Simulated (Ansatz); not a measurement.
# FGaH₃OSi radical: a ladder of functionals and wavefunction methods, part 2 of 2

Ansatz 0.2.0, Gaussian basis; functionals in def2-TZVPP, the program's frozen cores in correlated methods. The steps go on from the part before.

**15. LC-ωPBE (range-separated)**

Input file in.yaml:

```yaml
crystal:
  periodic: [false, false, false]
  atoms:
    - {symbol: F, position_ang: [-2.575045, 2.179839, 0.952517]}
    - {symbol: Ga, position_ang: [-1.132817, 1.232228, 1.292017]}
    - {symbol: O, position_ang: [-0.476285, 0.318879, -0.090225]}
    - {symbol: Si, position_ang: [0.759363, -0.696242, -0.451268]}
    - {symbol: H, position_ang: [1.591262, -0.099069, -1.527454]}
    - {symbol: H, position_ang: [0.212079, -1.997068, -0.915326]}
    - {symbol: H, position_ang: [1.621443, -0.938567, 0.739739]}
basis:
  gaussian: {orbitals: def2-TZVPP}
magnetization: {spin_polarized: true, initial_magnetization: 1}
hamiltonian: {xc: {name: LC-wPBE}}
output: {orbitals: {seedname: orbitals}}
```

Run with:

```
> ansatz run in.yaml --threads 4 --pin off --events-out ev --progress --plain --max-ram 10444MiB
```

Standard output, shortened:

```text
Functional definition: LC-wPBE
  name "LC-wPBE"
  cite "Vydrov & Scuseria, J. Chem. Phys. 125, 234109 (2006) doi:10.1063/1.2409292"
  cite "Heyd & Scuseria, J. Chem. Phys. 120, 7274 (2004) doi:10.1063/1.1668634"
  cite "Ernzerhof & Perdew, J. Chem. Phys. 109, 3313 (1998) doi:10.1063/1.476928"
  cite "Perdew, Burke & Ernzerhof, Phys. Rev. Lett. 77, 3865 (1996) doi:10.1103/PhysRevLett.77.3865"
  parent pbe
[...]
1140 factors; their error is unknown
350 factors; integrals over basis functions are off by at most 2.6e-5 eV
[...]
mean field -65060.76902373 eV, -2390.9391618490 hartree, gradient 3.4e-5 eV, S^2 0.753571; 0 other end points of the search recorded, 0 dependent functions left out
reference -65060.76902374 eV, -2390.9391618493 hartree; 33, 32 occupied and 161, 162 virtual orbitals, 1140 factors
Total energy: -65060.76902374 eV, -2390.9391618493 hartree
```

Run time: 1.6 s. Hardware: 4 threads of Intel Xeon 6975P-C, shared host.

With the free atoms at this level, -65037.780 eV in sum, the atomisation energy is 2218.1 kJ/mol. HOMO -9.88 eV, LUMO -1.52 eV.

**16. ωB97X-V (range-separated)**

Changes to in.yaml since step 15:

```diff
@@ -13,3 +13,3 @@
 magnetization: {spin_polarized: true, initial_magnetization: 1}
-hamiltonian: {xc: {name: LC-wPBE}}
+hamiltonian: {xc: {name: wB97X-V}}
 output: {orbitals: {seedname: orbitals}}
```

The command is unchanged.

Standard output, shortened:

```text
Functional definition: wB97X-V
  name "wB97X-V"
  cite "Mardirossian & Head-Gordon, Phys. Chem. Chem. Phys. 16, 9904 (2014) doi:10.1039/C3CP54374A"
  cite "Becke, J. Chem. Phys. 107, 8554 (1997) doi:10.1063/1.475007"
  cite "Vydrov & Van Voorhis, J. Chem. Phys. 133, 244103 (2010) doi:10.1063/1.3521275"
[...]
      + integral(e_c_pw_opposite_spin*poly(b97_u_opposite, cos0, cos1)) + vv10(b, c)
1178 factors; their error is unknown
250 factors; integrals over basis functions are off by at most 1.2e-5 eV
[...]
mean field -65065.03539023 eV, -2391.0959479260 hartree, gradient 6.0e-5 eV, S^2 0.753126; 0 other end points of the search recorded, 0 dependent functions left out
reference -65065.03538874 eV, -2391.0959478712 hartree; 33, 32 occupied and 161, 162 virtual orbitals, 1178 factors
Total energy: -65065.03538874 eV, -2391.0959478712 hartree
```

Run time: 4.4 s. Hardware: 4 threads of Intel Xeon 6975P-C, shared host; peak memory 0.87 GiB.

Atomisation energy: 2238.3 kJ/mol (free atoms -65041.837 eV, run apart). HOMO -9.41 eV, LUMO -1.96 eV.

**17. ωB97M-V (range-separated)**

Changes to in.yaml since step 16:

```diff
@@ -13,3 +13,3 @@
 magnetization: {spin_polarized: true, initial_magnetization: 1}
-hamiltonian: {xc: {name: wB97X-V}}
-output: {orbitals: {seedname: orbitals}}
+hamiltonian: {xc: {name: wB97M-V}}
+output: {forces: true, orbitals: {seedname: orbitals}}
```

Same command.

Standard output, shortened:

```text
Functional definition: wB97M-V
  name "wB97M-V"
  cite "Mardirossian & Head-Gordon, J. Chem. Phys. 144, 214110 (2016) doi:10.1063/1.4952647"
  cite "Becke, J. Chem. Phys. 107, 8554 (1997) doi:10.1063/1.475007"
  cite "Vydrov & Van Voorhis, J. Chem. Phys. 133, 244103 (2010) doi:10.1063/1.3521275"
  # Of w^i u^j: cxij and so on, Table III.
[...]
  gx(w, u) = 1 - cx + cx01*u + cx10*w
  gss(w, u) = css00 + css04*u^4 + css10*w + css20*w^2 + css43*w^4*u^3
  gos(w, u) = cos00 + cos10*w + (cos20 + cos21*u)*w^2 + (cos60 + cos61*u)*w^6
[...]
      + integral(e_c_pw_mod_opposite_spin*gos(b97_w_opposite, b97_u_opposite)) + vv10(b, c)
1178 factors; their error is unknown
250 factors; integrals over basis functions are off by at most 1.2e-5 eV
[...]
mean field -65068.05276991 eV, -2391.2068345841 hartree, gradient 5.9e-5 eV, S^2 0.752959; 0 other end points of the search recorded, 0 dependent functions left out
[...]
reference -65068.05282090 eV, -2391.2068364579 hartree; 33, 32 occupied and 161, 162 virtual orbitals, 1178 factors
Total energy: -65068.05282090 eV, -2391.2068364579 hartree
Atom 0 at    -2.575045     2.179839     0.952517 Å, force    -0.064423     0.040903    -0.019440 eV/Å
Atom 1 at    -1.132817     1.232228     1.292017 Å, force     0.038717    -0.006369     0.069684 eV/Å
Atom 2 at    -0.476285     0.318879    -0.090225 Å, force    -0.020484     0.008861    -0.018039 eV/Å
Atom 3 at     0.759363    -0.696242    -0.451268 Å, force     0.171494    -0.151635    -0.087086 eV/Å
Atom 4 at     1.591262    -0.099069    -1.527454 Å, force    -0.095936    -0.076730     0.130245 eV/Å
Atom 5 at     0.212079    -1.997068    -0.915326 Å, force     0.071665     0.154532     0.056278 eV/Å
Atom 6 at     1.621443    -0.938567     0.739739 Å, force    -0.101032     0.030439    -0.131641 eV/Å
Dipole moment:     0.324238    -0.136250     0.321346 e Å
```

It took 6 s on 4 threads of Intel Xeon 6975P-C, shared host; peak memory 0.91 GiB.

With the free atoms at this level, -65045.058 eV in sum, the atomisation energy is 2218.7 kJ/mol. HOMO -9.37 eV, LUMO -2.20 eV.

**18. B2PLYP (double hybrid)**

Changes to in.yaml since step 17:

```diff
@@ -13,3 +13,2 @@
 magnetization: {spin_polarized: true, initial_magnetization: 1}
-hamiltonian: {xc: {name: wB97M-V}}
-output: {forces: true, orbitals: {seedname: orbitals}}
+hamiltonian: {xc: {name: B2PLYP}}
```

Same command.

Standard output, shortened:

```text
Functional definition: B2PLYP
  name "B2PLYP"
  cite "Grimme, J. Chem. Phys. 124, 034108 (2006) doi:10.1063/1.2148954"
  cite "Becke, Phys. Rev. A 38, 3098 (1988) doi:10.1103/PhysRevA.38.3098"
  cite "Lee, Yang & Parr, Phys. Rev. B 37, 785 (1988) doi:10.1103/PhysRevB.37.785"
[...]
1199 factors; integrals over basis functions are off by at most 1.1e-3 eV
[...]
mean field -65049.73764119 eV, -2390.5337660179 hartree, gradient 6.0e-6 eV, S^2 0.754029; 0 other end points of the search recorded, 0 dependent functions left out
16 core orbitals not correlated: weight in the atoms' cores, before any rotation towards them, 1.000 or more for the frozen orbitals, at most 0.000 for the correlated occupied ones
reference -65049.73780303 eV, -2390.5337719654 hartree; 17, 16 occupied and 161, 162 virtual orbitals, 1199 factors
second order -26.91760059 eV of doubles, -0.00000000 eV of singles
Total energy: -65057.00555519 eV, -2390.8008569310 hartree
```

Run time: 2.7 s. Hardware: 4 threads of Intel Xeon 6975P-C, shared host.

Atomisation energy: 2202.6 kJ/mol (free atoms -65034.177 eV, run apart).

**19. PBE-QIDH (double hybrid)**

Changes to in.yaml since step 18:

```diff
@@ -13,2 +13,2 @@
 magnetization: {spin_polarized: true, initial_magnetization: 1}
-hamiltonian: {xc: {name: B2PLYP}}
+hamiltonian: {xc: {name: PBE-QIDH}}
```

Same command.

Standard output, shortened:

```text
Functional definition: PBE-QIDH
  name "PBE-QIDH"
  cite "Brémond, Sancho-García, Pérez-Jiménez & Adamo, J. Chem. Phys. 141, 031101 (2014) doi:10.1063/1.4890314"
  cite "Perdew, Burke & Ernzerhof, Phys. Rev. Lett. 77, 3865 (1996) doi:10.1103/PhysRevLett.77.3865"
[...]
1199 factors; integrals over basis functions are off by at most 1.1e-3 eV
[...]
mean field -65037.42414366 eV, -2390.0812533299 hartree, gradient 2.5e-6 eV, S^2 0.754308; 0 other end points of the search recorded, 0 dependent functions left out
16 core orbitals not correlated: weight in the atoms' cores, before any rotation towards them, 1.000 or more for the frozen orbitals, at most 0.000 for the correlated occupied ones
reference -65037.42415729 eV, -2390.0812538310 hartree; 17, 16 occupied and 161, 162 virtual orbitals, 1199 factors
second order -24.86514078 eV of doubles, -0.00000000 eV of singles
Total energy: -65045.71253755 eV, -2390.3858461874 hartree
```

Run time: 2.8 s. Hardware: 4 threads of Intel Xeon 6975P-C, shared host.

With the free atoms at this level, -65022.924 eV in sum, the atomisation energy is 2198.7 kJ/mol.

**20. Orbital energies across the functionals**

Dipoles come from the runs that computed forces. Levels are read from the orbital files that the runs wrote (highest filled and lowest empty over both spins):

```csv
functional,HOMO (eV),LUMO (eV),gap (eV),dipole (D)
LDA (SPW92),-6.18,-5.29,0.90,
PBE-D4,-6.05,-4.90,1.15,2.04
revPBE-D4,-5.99,-4.73,1.26,
BLYP-D4,-5.90,-4.97,0.93,
r2SCAN-D4,-6.46,-4.51,1.95,2.15
B97M-V,-6.24,-5.11,1.13,
PBE0-D4,-7.25,-3.92,3.33,
B3LYP-D4,-7.02,-4.40,2.62,2.30
r2SCANh-D4,-6.90,-4.18,2.72,
r2SCAN0-D4,-7.56,-3.70,3.86,
HSE06-D4,-6.85,-4.30,2.55,
BHLYP-D4,-8.29,-3.18,5.11,
CAM-B3LYP-D4,-8.56,-3.11,5.44,
LC-ωPBE,-9.88,-1.52,8.36,
ωB97X-V,-9.41,-1.96,7.44,
ωB97M-V,-9.37,-2.20,7.17,2.29
```

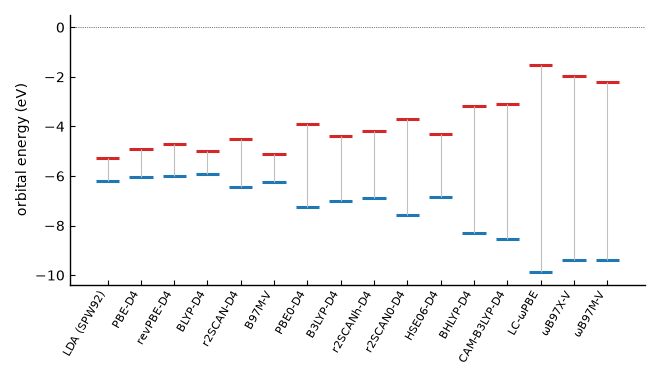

Highest occupied (blue) and lowest empty (red) level by functional.

**21. CCSD(T) in def2-SVP**

Changes to in.yaml since step 19:

```diff
@@ -11,4 +11,5 @@
 basis:
-  gaussian: {orbitals: def2-TZVPP}
+  gaussian: {orbitals: def2-SVP}
 magnetization: {spin_polarized: true, initial_magnetization: 1}
-hamiltonian: {xc: {name: PBE-QIDH}}
+correlation: {method: ccsd_t}
+scf: {omitted_lower_state_checks: [cluster_reference]}
```

Launched as before.

Standard output, shortened:

```text
Functional definition: HF
  name "HF"
  cite "Fock, Z. Phys. 61, 126 (1930) doi:10.1007/BF01340294"
  parent pbe
[...]
891 factors; integrals over basis functions are off by at most 1.1e-3 eV
[...]
mean field -64976.34343415 eV, -2387.8365786575 hartree, gradient 1.7e-6 eV, S^2 0.754729; 0 other end points of the search recorded, 0 dependent functions left out
16 core orbitals not correlated: weight in the atoms' cores, before any rotation towards them, 1.000 or more for the frozen orbitals, at most 0.000 for the correlated occupied ones
reference -64976.34343415 eV, -2387.8365786575 hartree; 17, 16 occupied and 60, 61 virtual orbitals, 891 factors
second order -17.98405485 eV of doubles, -0.00000000 eV of singles
cycle   1  -17.62638068 eV  change    3.6e-1 eV  update   1.3e-1
[...]
cycle  11  -18.34422112 eV  change    2.0e-6 eV  update   2.0e-5
perturbative correction -0.45284654 eV, -0.0166418032 hartree
Total energy: -64995.14050181 eV, -2388.5273581528 hartree
Checks for a lower state left out: cluster_reference
```

It took 4.9 s on 4 threads of Intel Xeon 6975P-C, shared host.

**22. CCSD(T) in def2-TZVPP**

Changes to in.yaml since step 21:

```diff
@@ -11,3 +11,3 @@
 basis:
-  gaussian: {orbitals: def2-SVP}
+  gaussian: {orbitals: def2-TZVPP}
 magnetization: {spin_polarized: true, initial_magnetization: 1}
@@ -15 +15,2 @@
 scf: {omitted_lower_state_checks: [cluster_reference]}
+output: {orbitals: {seedname: orbitals}}
```

Launched as before.

Standard output, shortened:

```text
Functional definition: HF
  name "HF"
  cite "Fock, Z. Phys. 61, 126 (1930) doi:10.1007/BF01340294"
  parent pbe
[...]
1199 factors; integrals over basis functions are off by at most 1.1e-3 eV
[...]
mean field -64992.19816185 eV, -2388.4192291539 hartree, gradient 6.1e-6 eV, S^2 0.754944; 0 other end points of the search recorded, 0 dependent functions left out
16 core orbitals not correlated: weight in the atoms' cores, before any rotation towards them, 1.000 or more for the frozen orbitals, at most 0.000 for the correlated occupied ones
reference -64992.19816185 eV, -2388.4192291539 hartree; 17, 16 occupied and 161, 162 virtual orbitals, 1199 factors
second order -22.06173165 eV of doubles, -0.00000000 eV of singles
cycle   1  -21.59478664 eV  change    4.7e-1 eV  update   1.3e-1
[...]
cycle  11  -22.39807025 eV  change    1.7e-5 eV  update   2.3e-5
perturbative correction -0.79687310 eV, -0.0292845462 hartree
Total energy: -65015.39310520 eV, -2389.2716275999 hartree
Checks for a lower state left out: cluster_reference
```

Wall time 64 s (4 threads of Intel Xeon 6975P-C, shared host); peak memory 6.4 GiB.

**23. MP2 in def2-QZVPP**

Changes to in.yaml since step 22:

```diff
@@ -11,6 +11,5 @@
 basis:
-  gaussian: {orbitals: def2-TZVPP}
+  gaussian: {orbitals: "def2-QZVPP.json"}
 magnetization: {spin_polarized: true, initial_magnetization: 1}
-correlation: {method: ccsd_t}
+correlation: {method: mp2}
 scf: {omitted_lower_state_checks: [cluster_reference]}
-output: {orbitals: {seedname: orbitals}}
```

Same command.

Standard output, shortened:

```text
Functional definition: HF
  name "HF"
  cite "Fock, Z. Phys. 61, 126 (1930) doi:10.1007/BF01340294"
  parent pbe
[...]
2252 factors; integrals over basis functions are off by at most 6.7e-4 eV
[...]
mean field -64993.80885136 eV, -2388.4784209014 hartree, gradient 8.4e-6 eV, S^2 0.754918; 0 other end points of the search recorded, 0 dependent functions left out
16 core orbitals not correlated: weight in the atoms' cores, before any rotation towards them, 1.000 or more for the frozen orbitals, at most 0.000 for the correlated occupied ones
reference -64993.80885136 eV, -2388.4784209014 hartree; 17, 16 occupied and 330, 331 virtual orbitals, 2252 factors
second order -30.14677721 eV of doubles, -0.00000000 eV of singles
Total energy: -65023.95562857 eV, -2389.5862945298 hartree
Checks for a lower state left out: cluster_reference
```

Run time: 9 s. Hardware: 4 threads of Intel Xeon 6975P-C, shared host; peak memory 1.7 GiB.

The pieces so far (eV):

```csv
basis,HF,MP2 correlation,CCSD correlation,(T),total
def2-SVP,-64976.3434,-17.9841,-18.3442,-0.4528,-64995.1405
def2-TZVPP,-64992.1982,-22.0617,-22.3981,-0.7969,-65015.3931
def2-QZVPP,-64993.8089,-30.1468,,,-65023.9556 (MP2)
```

The report of the def2-TZVPP run gives T1 = 0.0165.

**24. From triple and quadruple zeta to the limit**

No new run: Hartree-Fock is extrapolated as exp(−7.88√X) and correlation as X^−2.97, with X = 3 and 4; only MP2 was run in the larger set, so CCSD(T) minus MP2 is added from the smaller one.

```csv
level,energy at the limit (eV)
HF,-64994.0307
MP2,-65030.1664
CCSD,-65030.5027
CCSD(T),-65031.2996
```

This is no true limit for total energies: MP2 correlation changes by a factor of 1.37 from triple to quadruple zeta (about 1.07 in light molecules), because outer-core shells are correlated in sets not made for them. Much of that cancels between molecule and atoms or ions.

**25. RPA on PBE orbitals**

Changes to in.yaml since step 23:

```diff
@@ -11,5 +11,5 @@
 basis:
-  gaussian: {orbitals: "def2-QZVPP.json"}
+  gaussian: {orbitals: def2-TZVPP}
 magnetization: {spin_polarized: true, initial_magnetization: 1}
-correlation: {method: mp2}
-scf: {omitted_lower_state_checks: [cluster_reference]}
+hamiltonian: {xc: pbe}
+correlation: {method: rpa}
```

Launched as before.

Standard output, shortened:

```text
Functional definition: PBE
  name "PBE"
  cite "Perdew, Burke & Ernzerhof, Phys. Rev. Lett. 77, 3865 (1996) doi:10.1103/PhysRevLett.77.3865"
  parent pbe
[...]
1199 factors; integrals over basis functions are off by at most 1.1e-3 eV
[...]
mean field -65055.89597599 eV, -2390.7600806475 hartree, gradient 9.5e-6 eV, S^2 0.751771; 1 other end points of the search recorded, 0 dependent functions left out
16 core orbitals not correlated: weight in the atoms' cores, before any rotation towards them, 1.000 or more for the frozen orbitals, at most 0.000 for the correlated occupied ones
reference -64989.93383007 eV, -2388.3360164958 hartree; 17, 16 occupied and 161, 162 virtual orbitals, 1199 factors
Total energy: -65024.98629376 eV, -2389.6241707771 hartree
```

Run time: 3.1 s. Hardware: 4 threads of Intel Xeon 6975P-C, shared host.

RPA correlation: -35.052 eV. No RPA run of the hydrogen atom was made, so RPA has no atomisation energy below.

**26. All levels against the reference**

Free atoms (1 F, 1 Ga, 1 O, 1 Si, 3 H) were run apart at each level; the atomisation energy is their sum less the molecule, without zero-point or spin-orbit terms.

```csv
method,rung,"atoms, summed (eV)",atomisation energy (kJ/mol),from CCSD(T)/CBS (kJ/mol),time
LDA (SPW92),LDA,-64900.077,2535.6,+303.9,0.75 s
PBE-D4,GGA,-65032.919,2230.2,-1.5,1.4 s
revPBE-D4,GGA,-65043.497,2169.7,-62.0,1.2 s
BLYP-D4,GGA,-65051.625,2209.9,-21.8,1.2 s
r2SCAN-D4,meta-GGA,-65046.559,2241.3,+9.6,2.9 s
B97M-V,meta-GGA,-65035.964,2226.5,-5.2,4.3 s
PBE0-D4,hybrid,-65035.199,2181.0,-50.7,1.9 s
B3LYP-D4,hybrid,-65052.250,2204.5,-27.2,2.3 s
r2SCANh-D4,hybrid,-65046.164,2218.1,-13.6,3.4 s
r2SCAN0-D4,hybrid,-65045.598,2185.7,-46.0,3.2 s
HSE06-D4,hybrid,-65034.785,2182.6,-49.1,2.1 s
BHLYP-D4,hybrid,-65048.286,2138.4,-93.3,2.1 s
CAM-B3LYP-D4,range-separated,-65052.047,2232.4,+0.7,2.4 s
LC-ωPBE,range-separated,-65037.780,2218.1,-13.6,1.6 s
ωB97X-V,range-separated,-65041.837,2238.3,+6.6,4.4 s
ωB97M-V,range-separated,-65045.058,2218.7,-13.0,6 s
B2PLYP,double hybrid,-65034.177,2202.6,-29.1,2.7 s
PBE-QIDH,double hybrid,-65022.924,2198.7,-33.0,2.8 s
HF/def2-TZVPP,wavefunction,-64975.380,1622.7,-609.0,
MP2/def2-TZVPP,wavefunction,-64990.960,2248.1,+16.4,
CCSD/def2-TZVPP,wavefunction,-64992.345,2146.9,-84.8,
CCSD(T)/def2-SVP,wavefunction,-64973.707,2068.0,-163.7,4.9 s
CCSD(T)/def2-TZVPP,wavefunction,-64992.785,2181.3,-50.4,64 s
MP2/CBS,wavefunction,-65006.345,2298.4,+66.7,
CCSD(T)/CBS,wavefunction,-65008.170,2231.7,0,73 s
```

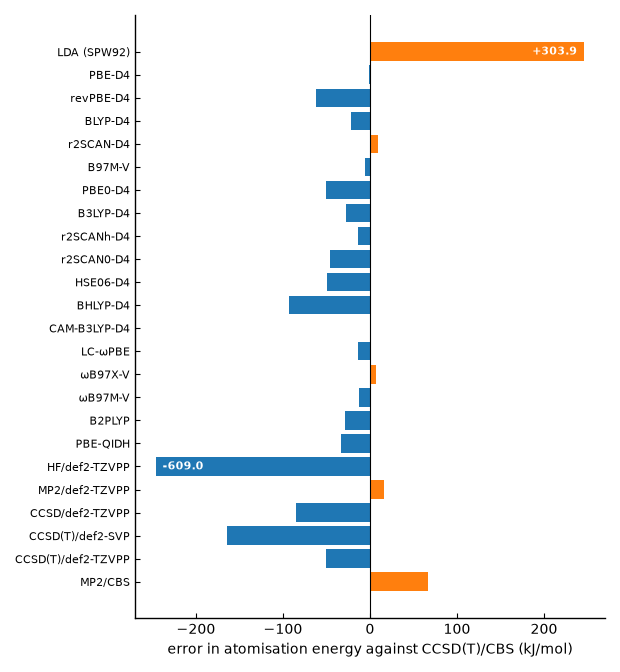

Error of each method against CCSD(T)/CBS. Bars with a number in them are cut short.

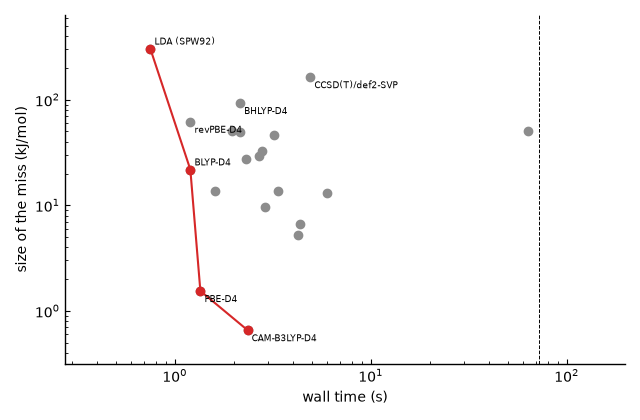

Accuracy for the time spent; red marks the levels that beat every quicker one drawn (of those quicker than the yardstick), and the dashed line is the time of CCSD(T)/CBS. Only those levels and the largest misses are named. Times are from a shared host.

LDA (SPW92), LC-ωPBE, B2PLYP, PBE-QIDH carry no dispersion term (for B3LYP, D4 adds 21.6 kJ/mol).

Times are those of the molecule's run; HF, MP2 and CCSD come out of the CCSD(T) runs, and the limit's time is the sum of the runs that it needs.

**27. Results**

The summary covers parts 1 to 2.

| quantity | value |
| --- | --- |
| atomisation energy, CCSD(T)/CBS | 2231.7 kJ/mol |
| functionals within 22.3 kJ/mol (1.0 %) | PBE-D4, BLYP-D4, r2SCAN-D4, B97M-V, r2SCANh-D4, CAM-B3LYP-D4, LC-ωPBE, ωB97X-V, ωB97M-V |
| farthest beyond LDA | BHLYP-D4 (-93.3 kJ/mol) |
| mean size of error, GGA | 28.4 kJ/mol |
| mean size of error, meta-GGA | 7.4 kJ/mol |
| mean size of error, hybrid | 46.6 kJ/mol |
| mean size of error, range-separated | 8.5 kJ/mol |
| mean size of error, double hybrid | 31.0 kJ/mol |
| gap, smallest and largest | 0.90 eV (LDA (SPW92)), 8.36 eV (LC-ωPBE) |
| T1 diagnostic | 0.0165 |
| triples share of the correlation energy | 3.4 % |

**Reading.** LDA overbinds by 303.9 kJ/mol (14 %). PBE-D4 is off by -1.5 kJ/mol. Double hybrids carry the basis error of their MP2 part in triple zeta, and no dispersion term here, so their miss is partly the set-up's. The rungs meta-GGA, range-separated miss on average by less than the doubt on the reference (22.3 kJ/mol), so they tie. Misses under about 22.3 kJ/mol are within the doubt on the reference itself, which lacks core-valence correlation, relativity and higher excitations, and its outer-core shells are covered unevenly. Hartree-Fock recovers 73 % of the binding; the rest is correlation. CCSD(T) in def2-SVP is off by -163.7 kJ/mol, which most functionals beat. Orbital gaps span 0.9 to 8.4 eV; exact exchange widens them. Correlated methods include outer-core shells of Ga, which these sets cover unevenly.

CAM-B3LYP-D4 reaches 0.7 kJ/mol from the reference in 2.4 s, where CCSD(T)/CBS took 73 s; the quickest level in the cost chart, LDA (SPW92), takes 0.75 s and misses by 303.9 kJ/mol.
